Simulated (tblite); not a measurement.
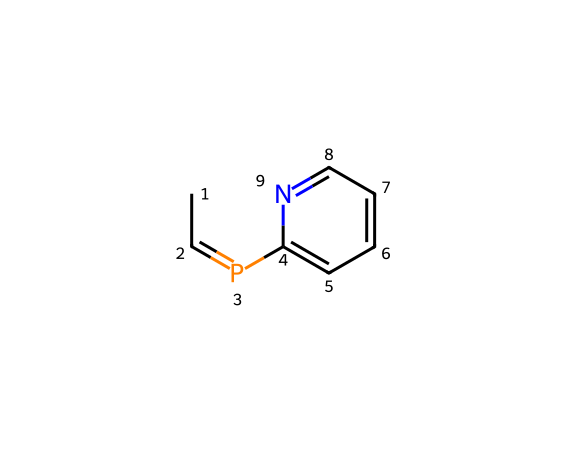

A structural formula, with wedges where it has stereocentres; small numbers name the atoms. The configuration is that of a computed structure (GFN2-xTB).

### Give the R/S and E/Z labels.

C2=P3: Z.
